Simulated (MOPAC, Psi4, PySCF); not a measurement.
Intermolecular potential of HBr ··· H3B (SMILES Br and B). Monomers: optimised at B3LYP-D3(BJ) (def2-TZVP), held rigid. Orientation: a random orientation, not optimised. Only R, the distance of the centres of mass, is varied, so the lowest point isn't the relaxed dimer.

Geometry at R = 3.97 Å (first 2 atoms: monomer A):
```
6

Br     0.7124     0.0000     0.0000
H     -0.7124     0.0000     0.0000
B      1.0972     1.7437     3.5448
H      0.2140     0.9662     3.7176
H      1.5406     2.3539     4.4643
H      1.5365     1.9116     2.4524
```

CCSD(T)/aug-cc-pVDZ = DF-CCSD(T)/aug-cc-pVDZ, frozen core, counterpoise-corrected in Psi4; PBE/def2-TZVP, counterpoise-corrected (Psi4); RKS-B3LYP/LANL2DZ = restricted B3LYP/LANL2DZ, with its core potentials past Ne, no counterpoise correction in PySCF; PBE0/def2-TZVP, counterpoise-corrected (Psi4); PM3, restricted, heats of formation (MOPAC).

Interaction energies in kJ/mol (negative: bound); R is the distance of the centres of mass, d the Br1···H6 distance.

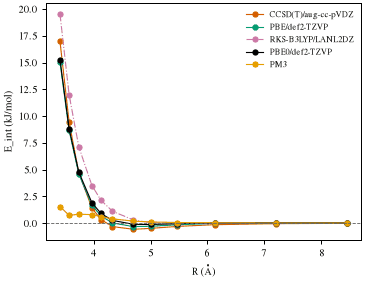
Figure: Interaction energy against separation.

```
R / Å  d / Å  CCSD(T)/aug-cc-pVDZ  PBE/def2-TZVP  RKS-B3LYP/LANL2DZ  PBE0/def2-TZVP   PM3
-----  -----  -------------------  -------------  -----------------  --------------  ----
3.41    2.68                16.96          15.09              19.51           15.24  1.55
3.57    2.83                 9.44           8.67              11.99            8.82  0.73
3.74    2.99                 4.71           4.59               7.13            4.77  0.84
3.97    3.22                 1.43           1.69               3.52            1.91  0.80
4.13    3.37                 0.33           0.67               2.14            0.91  0.62
4.33    3.57                -0.31           0.02               1.13            0.26  0.41
4.70    3.93                -0.57          -0.31               0.29           -0.11  0.19
5.00    4.22                -0.48          -0.28               0.05           -0.12  0.12
5.47    4.68                -0.30          -0.15              -0.04           -0.05  0.06
6.13    5.33                -0.14          -0.02               0.00            0.02  0.04
7.20    6.39                -0.04           0.03               0.02            0.03  0.02
8.45    7.64                -0.01           0.02               0.01            0.02  0.01
```

Lowest grid point: CCSD(T)/aug-cc-pVDZ -0.57 kJ/mol at R = 4.70 Å; PBE/def2-TZVP -0.31 kJ/mol at R = 4.70 Å; RKS-B3LYP/LANL2DZ -0.04 kJ/mol at R = 5.47 Å; PBE0/def2-TZVP -0.12 kJ/mol at R = 5.00 Å; PM3 0.01 kJ/mol at R = 8.45 Å.
